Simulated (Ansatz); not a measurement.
Complex (SMILES): N (NH3) with F (HF), atoms 1 to 4 the first; geometry from B3LYP-D3(BJ)/def2-TZVP, monomers rigid:
```xyz
6

N     -0.5698    -0.2403    -0.1194
H     -0.4344     0.5969    -0.6751
H     -0.4917     0.0187     0.8578
H      0.1864    -0.8813    -0.3329
F     -2.9138    -1.3411    -0.6221
H     -2.0588    -0.9396    -0.4388
```

Basis-set convergence of the counterpoise-corrected interaction energy at MP2 with Ansatz (a program for electronic structure). Cartesian d functions, on some or all atoms, in 6-31G**; all else is spherical. Cores are frozen. No added dispersion term, no relativity. Functions are those of the species that has most. Reference: Hartree-Fock in aug-cc-pVQZ plus the correlation part extrapolated as X^-3 from aug-cc-pVTZ and aug-cc-pVQZ, -13.84 kcal/mol, itself unsure by roughly 0.08 kcal/mol (a third of the extrapolation step and of the last Hartree-Fock step). Deviations are taken from unrounded values.

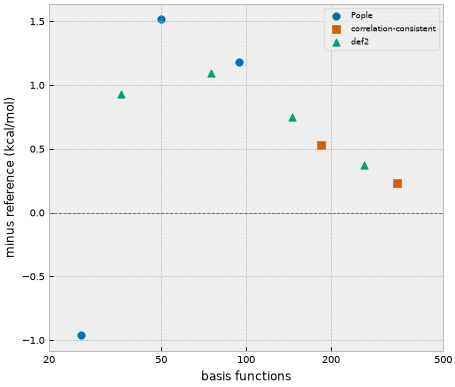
Figure. Deviation from the reference against the number of basis functions, by family of sets.

| basis | functions | counterpoise-corrected interaction energy (kcal/mol) | minus reference (kcal/mol) |
|---|---|---|---|
| 6-31G | 26 | -14.81 | -0.96 |
| def2-SV(P) | 36 | -12.92 | 0.93 |
| 6-31G** | 50 | -12.33 | 1.51 |
| def2-SVPD | 75 | -12.75 | 1.09 |
| 6-311++G(2d,2p) | 94 | -12.66 | 1.18 |
| def2-TZVPPD | 145 | -13.09 | 0.75 |
| aug-cc-pVTZ | 184 | -13.31 | 0.53 |
| def2-QZVPPD | 261 | -13.47 | 0.38 |
| aug-cc-pVQZ | 344 | -13.61 | 0.23 |
